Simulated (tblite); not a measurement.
## Geometry relaxation of C3H3AlF3N

- system: C3H3AlF3N
- method: GFN2-xTB geometry optimisation, gas phase (tblite 0.8.0)

It belongs to a series of runs on one base structure; here: C-C bond made double.

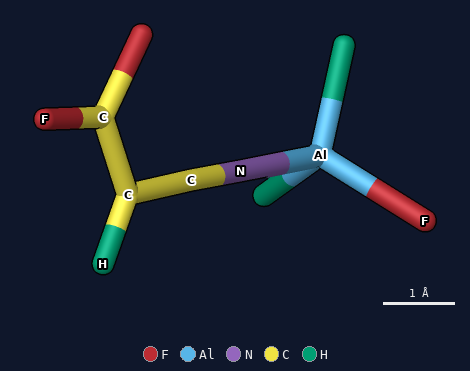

**Figure 1.** The input geometry (stick view, seen at a tilt). Sticks mark near contacts.

## Key numbers

| quantity | value |
| --- | --- |
| outcome | converged |
| total energy | −712.7144 eV |
| hardware | 1 CPU thread, shared host |
| wall time | 1 s |
| peak memory | 0.18 GiB |

## Input file
```
{"job": {"kind": "relax", "xc": "GFN2-xTB", "basis": "xTB"}, "charge": 0, "multiplicity": 1}
F      3.094100     1.947300     0.407300
Al     2.512200     0.530200    -0.516500
N      0.791100     0.117200     0.071400
C     -0.289600    -0.135900     0.430200
C     -1.606600    -0.493100     0.912600
C     -2.581000    -0.456300     0.001500
F     -2.185900    -0.084900    -1.264700
F     -3.860500    -0.752700     0.297900
H      2.483000     0.861400    -2.086800
H      3.412300    -0.766500    -0.217200
H     -1.763600    -0.764200     1.938300
```

The first line tells a small driver script what to run in tblite; the rest is the geometry in Å.

Command:
```bash
OMP_NUM_THREADS=1 python <driver script> task.json out
```

## Log
```
step      E/eV     max force
  0    -711.82151    3.237
  1    -712.18854    2.307
  2    -712.24559    7.226
  3    -712.49006    1.770
  4    -712.53989    0.678
  5    -712.57558    0.530
  6    -712.59843    0.273
  7    -712.60441    0.237
  8    -712.61409    0.345
  9    -712.61925    0.334
 10    -712.62750    0.215
 11    -712.63347    0.234
 12    -712.63890    0.225
 13    -712.64387    0.191
 14    -712.64789    0.174
 15    -712.64976    0.116
 16    -712.65063    0.084
 17    -712.65142    0.099
 18    -712.65244    0.099
 19    -712.65340    0.081
 20    -712.65399    0.078
 21    -712.65431    0.063
 22    -712.65462    0.050
 23    -712.65495    0.045
 24    -712.65522    0.046
 25    -712.65542    0.041
 26    -712.65564    0.048
 27    -712.65600    0.053
 28    -712.65651    0.064
 29    -712.65706    0.065
 30    -712.65748    0.051
 31    -712.65778    0.051
 32    -712.65802    0.044
 33    -712.65820    0.030
 34    -712.65829    0.019
 35    -712.65834    0.019
 36    -712.65839    0.022
 37    -712.65848    0.024
 38    -712.65857    0.025
 39    -712.65863    0.021
 40    -712.65867    0.019
 41    -712.65869    0.019
 42    -712.65875    0.024
 43    -712.65887    0.036
 44    -712.65909    0.051
 45    -712.65941    0.061
 46    -712.65978    0.053
 47    -712.66013    0.053
 48    -712.66054    0.059
 49    -712.66102    0.078
 50    -712.66161    0.080
 51    -712.66238    0.092
 52    -712.66344    0.099
 53    -712.66491    0.109
 54    -712.66669    0.146
 55    -712.66830    0.135
 56    -712.66937    0.089
 57    -712.66191    0.363
 58    -712.67097    0.126
 59    -712.67170    0.068
 60    -712.67260    0.061
 61    -712.67234    0.230
 62    -712.67521    0.086
 63    -712.67638    0.069
 64    -712.67109    0.430
 65    -712.67822    0.052
 66    -712.67924    0.042
 67    -712.67451    0.407
 68    -712.68076    0.037
 69    -712.68145    0.037
 70    -712.68181    0.176
 71    -712.68257    0.043
 72    -712.68285    0.043
 73    -712.68364    0.078
 74    -712.68399    0.036
 75    -712.68419    0.029
 76    -712.68445    0.036
 77    -712.68462    0.035
 78    -712.68474    0.024
 79    -712.68479    0.023
 80    -712.68485    0.038
 81    -712.68493    0.037
 82    -712.68502    0.028
 83    -712.68509    0.034
 84    -712.68522    0.033
 85    -712.68537    0.029
 86    -712.68548    0.026
 87    -712.68554    0.018
 88    -712.68557    0.017
 89    -712.68559    0.018
 90    -712.68561    0.016
 91    -712.68570    0.014
 92    -712.68577    0.018
 93    -712.68596    0.029
 94    -712.68628    0.048
 95    -712.68690    0.078
 96    -712.68766    0.107
 97    -712.67856    0.343
 98    -712.68846    0.083
 99    -712.68877    0.070
100    -712.68932    0.103
101    -712.68949    0.035
102    -712.68963    0.029
103    -712.68974    0.028
104    -712.68987    0.053
105    -712.69002    0.044
106    -712.69025    0.060
107    -712.69063    0.074
108    -712.69128    0.063
109    -712.69177    0.050
110    -712.69225    0.074
111    -712.69249    0.035
112    -712.69267    0.030
113    -712.69287    0.030
114    -712.69302    0.039
115    -712.69322    0.044
116    -712.69346    0.042
117    -712.69385    0.052
118    -712.69441    0.072
119    -712.69527    0.080
120    -712.69606    0.065
121    -712.69668    0.079
122    -712.69722    0.071
123    -712.69776    0.105
124    -712.69813    0.113
125    -712.69871    0.104
126    -712.69908    0.060
127    -712.69937    0.044
128    -712.69959    0.046
129    -712.69985    0.046
130    -712.70002    0.039
131    -712.70017    0.049
132    -712.70029    0.026
133    -712.70039    0.024
134    -712.70046    0.028
135    -712.70056    0.040
136    -712.70073    0.036
137    -712.70094    0.044
138    -712.70096    0.068
139    -712.70141    0.073
140    -712.70166    0.047
141    -712.70174    0.087
142    -712.70224    0.063
143    -712.70243    0.043
144    -712.70234    0.117
145    -712.70311    0.036
146    -712.70345    0.040
147    -712.70207    0.278
148    -712.70568    0.068
149    -712.70666    0.058
150    -712.70440    0.344
151    -712.70837    0.066
152    -712.70931    0.053
153    -712.70743    0.285
154    -712.71073    0.047
155    -712.71139    0.043
156    -712.71068    0.238
157    -712.71237    0.047
158    -712.71268    0.051
159    -712.71303    0.118
160    -712.71330    0.044
161    -712.71354    0.029
162    -712.71397    0.039
163    -712.71412    0.057
164    -712.71421    0.030
165    -712.71427    0.019
166    -712.71431    0.014
167    -712.71433    0.011
168    -712.71434    0.011
169    -712.71435    0.006
```

## Trajectory as extended XYZ (Å, eV, eV/Å), 10 of the 170 frames kept, from step=0 to step=169
```
11
Properties=species:S:1:pos:R:3:forces:R:3 step=0 energy=-711.82151
F     3.0941    1.9473    0.4073   -0.9620  -1.5990  -0.8770
Al    2.5122    0.5302   -0.5165    2.7800   1.6520  -0.1370
N     0.7911    0.1172    0.0714   -2.1930  -0.5530   0.7250
C    -0.2896   -0.1359    0.4302   -0.2660  -0.3010   0.7120
C    -1.6066   -0.4931    0.9126    2.0980   0.5440  -0.6040
C    -2.5810   -0.4563    0.0015   -0.2350   0.2010  -0.8900
F    -2.1859   -0.0849   -1.2647   -1.8060  -0.6710   1.4270
F    -3.8605   -0.7527    0.2979    1.5240   0.5270  -1.1870
H     2.4830    0.8614   -2.0868   -0.3660  -0.0840   0.5660
H     3.4123   -0.7665   -0.2172   -0.6790   0.2700   0.1330
H    -1.7636   -0.7642    1.9383    0.1050   0.0120   0.1320
11
Properties=species:S:1:pos:R:3:forces:R:3 step=19 energy=-712.65340
F     2.9713    1.8699    0.4129    0.0320   0.0500   0.0380
Al    2.6643    0.5642   -0.5544    0.0690  -0.0260  -0.0340
N     0.8618    0.1212    0.1537   -0.0520  -0.0090   0.0270
C    -0.2118   -0.1418    0.4670   -0.0740  -0.0110  -0.0140
C    -1.5150   -0.4616    0.8462    0.0080   0.0070  -0.0340
C    -2.5278   -0.4402   -0.0281    0.0060  -0.0020   0.0070
F    -2.4322   -0.1311   -1.2969   -0.0070  -0.0200   0.0370
F    -3.7660   -0.7347    0.2855    0.0230   0.0000   0.0120
H     2.3680    0.8738   -2.0353   -0.0270   0.0000   0.0120
H     3.2925   -0.7907   -0.1549    0.0010  -0.0110  -0.0030
H    -1.6996   -0.7263    1.8784    0.0220   0.0220  -0.0480
11
Properties=species:S:1:pos:R:3:forces:R:3 step=38 energy=-712.65857
F     3.0554    1.8613    0.4303   -0.0010   0.0000   0.0080
Al    2.6891    0.5668   -0.5342    0.0070  -0.0190  -0.0020
N     0.8670    0.1329    0.1599   -0.0240  -0.0030   0.0060
C    -0.2184   -0.1266    0.4340    0.0030   0.0010   0.0040
C    -1.5195   -0.4481    0.8152    0.0030   0.0020  -0.0130
C    -2.5509   -0.4532   -0.0357    0.0050  -0.0050   0.0020
F    -2.4941   -0.1740   -1.3126    0.0060  -0.0060   0.0170
F    -3.7770   -0.7511    0.3206    0.0120  -0.0030  -0.0040
H     2.3223    0.8861   -1.9977    0.0000   0.0090  -0.0010
H     3.3184   -0.7948   -0.1597   -0.0150   0.0060  -0.0080
H    -1.6871   -0.6966    1.8540    0.0040   0.0180  -0.0110
11
Properties=species:S:1:pos:R:3:forces:R:3 step=56 energy=-712.66937
F     3.2580    1.6173    0.6038   -0.0140  -0.0620  -0.0230
Al    2.6828    0.5556   -0.5312   -0.0120   0.0880  -0.0030
N     0.8351    0.2339    0.1082   -0.0500   0.0460   0.0390
C    -0.2479    0.0135    0.4275    0.0090  -0.0510  -0.0340
C    -1.5419   -0.3014    0.8328   -0.0530  -0.0590  -0.0390
C    -2.5266   -0.5668   -0.0369    0.0880   0.0050   0.0140
F    -2.4173   -0.5237   -1.3430   -0.0150  -0.0160   0.0750
F    -3.7404   -0.9177    0.3162    0.0520   0.0540   0.0150
H     2.3213    1.1776   -1.8994    0.0260  -0.0330   0.0250
H     3.1098   -0.9255   -0.4009   -0.0020   0.0110  -0.0090
H    -1.7275   -0.3601    1.8970   -0.0290   0.0180  -0.0600
11
Properties=species:S:1:pos:R:3:forces:R:3 step=75 energy=-712.68419
F     3.4203    1.2437    0.7610    0.0130   0.0000   0.0060
Al    2.6586    0.5687   -0.5423   -0.0050  -0.0070  -0.0130
N     0.7957    0.4407    0.1031    0.0140  -0.0060   0.0130
C    -0.2669    0.1354    0.4200   -0.0180  -0.0030  -0.0020
C    -1.5564   -0.1972    0.8182   -0.0140   0.0220  -0.0120
C    -2.4681   -0.7045   -0.0193   -0.0030  -0.0100   0.0250
F    -2.2785   -0.9781   -1.2849   -0.0040   0.0050  -0.0260
F    -3.6946   -0.9958    0.3426   -0.0160  -0.0230   0.0000
H     2.4080    1.4707   -1.7635    0.0210   0.0140  -0.0140
H     2.8150   -0.9645   -0.7089   -0.0030   0.0030   0.0100
H    -1.8278   -0.0164    1.8479    0.0150   0.0030   0.0130
11
Properties=species:S:1:pos:R:3:forces:R:3 step=94 energy=-712.68628
F     3.4644    1.0622    0.8031   -0.0020   0.0080   0.0150
Al    2.6463    0.5735   -0.5480    0.0010  -0.0180  -0.0240
N     0.7691    0.5477    0.0944   -0.0030   0.0050  -0.0090
C    -0.2868    0.2134    0.4059   -0.0120   0.0090  -0.0070
C    -1.5698   -0.1462    0.8044    0.0100  -0.0090  -0.0080
C    -2.4415   -0.7655    0.0002   -0.0210   0.0430   0.0000
F    -2.2259   -1.1158   -1.2421    0.0080  -0.0100  -0.0050
F    -3.6594   -1.0848    0.3695    0.0110  -0.0200   0.0020
H     2.5225    1.5763   -1.7090   -0.0010  -0.0080   0.0140
H     2.6526   -0.9552   -0.8189   -0.0060   0.0060   0.0060
H    -1.8661    0.0970    1.8145    0.0140  -0.0040   0.0160
11
Properties=species:S:1:pos:R:3:forces:R:3 step=113 energy=-712.69287
F     3.2961    0.9538    0.8987    0.0080   0.0040   0.0080
Al    2.6052    0.5522   -0.5511   -0.0070   0.0140  -0.0180
N     0.6820    0.7766   -0.0414    0.0060  -0.0200  -0.0210
C    -0.3185    0.3600    0.3436   -0.0040  -0.0110  -0.0190
C    -1.5337   -0.1327    0.8099    0.0020  -0.0070   0.0090
C    -2.3998   -0.7759    0.0201   -0.0140  -0.0100   0.0140
F    -2.2441   -1.0028   -1.2591    0.0010  -0.0050  -0.0180
F    -3.5412   -1.2644    0.4423    0.0050   0.0210   0.0060
H     2.7679    1.5091   -1.7395    0.0130   0.0140   0.0160
H     2.4549   -0.9738   -0.8064   -0.0170   0.0000   0.0170
H    -1.7634    0.0006    1.8570    0.0080   0.0000   0.0070
11
Properties=species:S:1:pos:R:3:forces:R:3 step=131 energy=-712.70017
F     3.2057    1.2167    0.9059   -0.0240  -0.0140  -0.0130
Al    2.6440    0.5819   -0.5178   -0.0040   0.0100   0.0170
N     0.6762    0.6679   -0.1944    0.0450   0.0090  -0.0160
C    -0.3016    0.2522    0.2468   -0.0360  -0.0110   0.0060
C    -1.4858   -0.2436    0.7818   -0.0220   0.0010  -0.0070
C    -2.4874   -0.7045    0.0248    0.0150  -0.0110   0.0100
F    -2.5009   -0.7448   -1.2842    0.0100   0.0070  -0.0210
F    -3.6052   -1.1856    0.5128   -0.0130   0.0050   0.0280
H     2.8691    1.3943   -1.7979    0.0090  -0.0020   0.0030
H     2.5706   -0.9730   -0.5616    0.0190   0.0050  -0.0110
H    -1.5793   -0.2588    1.8579    0.0010   0.0020   0.0040
11
Properties=species:S:1:pos:R:3:forces:R:3 step=150 energy=-712.70440
F     2.7410    1.2675    1.0696   -0.0240  -0.1470  -0.3100
Al    2.6633    0.5962   -0.4634   -0.0380   0.1750   0.2050
N     0.6631    0.4296   -0.5980   -0.1680  -0.0990   0.1620
C    -0.2744    0.0872   -0.0197    0.1450   0.0740  -0.0280
C    -1.4062   -0.3052    0.6952    0.0080   0.0000  -0.0510
C    -2.5584   -0.6394    0.1041   -0.0670   0.0060  -0.0210
F    -2.7704   -0.6469   -1.1919   -0.0210  -0.0160   0.1130
F    -3.6412   -1.0003    0.7565    0.1620   0.0310  -0.0870
H     3.0846    1.4974   -1.6421   -0.0250  -0.0770   0.0930
H     2.8315   -0.9481   -0.5106    0.0180   0.0320  -0.0080
H    -1.3275   -0.3351    1.7743    0.0130   0.0200  -0.0660
11
Properties=species:S:1:pos:R:3:forces:R:3 step=169 energy=-712.71435
F     2.7713    0.9684    1.1385    0.0000   0.0010   0.0000
Al    2.6461    0.5811   -0.4713    0.0000   0.0000  -0.0020
N     0.6536    0.5083   -0.5822   -0.0020  -0.0020  -0.0010
C    -0.2908    0.1825   -0.0096    0.0040   0.0040   0.0030
C    -1.4333   -0.1889    0.6919   -0.0020   0.0000  -0.0030
C    -2.5166   -0.7146    0.1115    0.0000  -0.0050   0.0020
F    -2.6616   -0.9466   -1.1701   -0.0010   0.0010   0.0030
F    -3.5924   -1.0696    0.7722    0.0010   0.0020  -0.0030
H     3.0577    1.6565   -1.4833   -0.0010   0.0010   0.0020
H     2.7904   -0.9309   -0.7863    0.0000  -0.0030   0.0000
H    -1.4190   -0.0435    1.7628    0.0020   0.0000  -0.0010
```

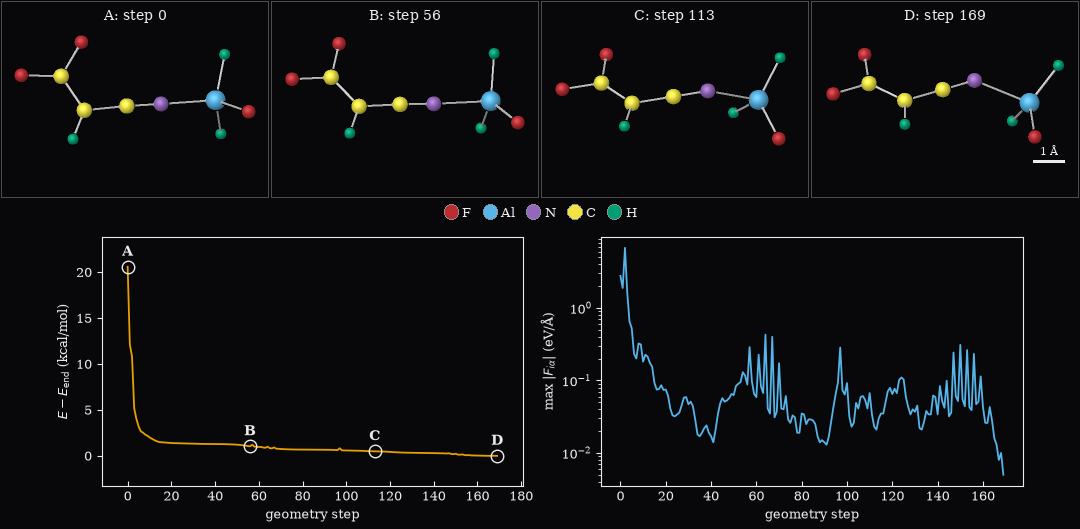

**Figure 2.** Frames of the relaxation (ball-and-stick view, seen at a tilt) above the curves, on which the letters mark them (steps are counted from 0).

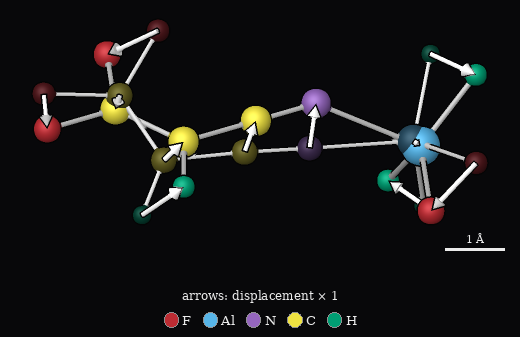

**Figure 3.** Start (faint) and end (solid) with the displacements as white arrows, at true length (ball-and-stick view, seen at a tilt). The two geometries are laid on each other by the best rigid fit. The largest move after the best rigid fit is that of F1, 1.14 Å. By element the largest moves are F 1.14 Å, H 1.01 Å, N 0.77 Å, C 0.56 Å, Al 0.15 Å. Among the contacts that change: Al2–N3 1.865 → 1.997 Å, F1–Al2 1.789 → 1.660 Å, Al2–H9 1.605 → 1.533 Å, C6–F7 1.377 → 1.310 Å. Among the angles that change: Al2–N3–C4 179.5° → 143.2°, N3–Al2–H10 106.2° → 92.6°, F7–C6–F8 122.3° → 110.7°. After 169 geometry steps the energy has fallen by 20.6 kcal/mol. The largest force component goes from 2.8 to 0.005 eV/Å. (Atoms are counted from 1 in the order of the input.)
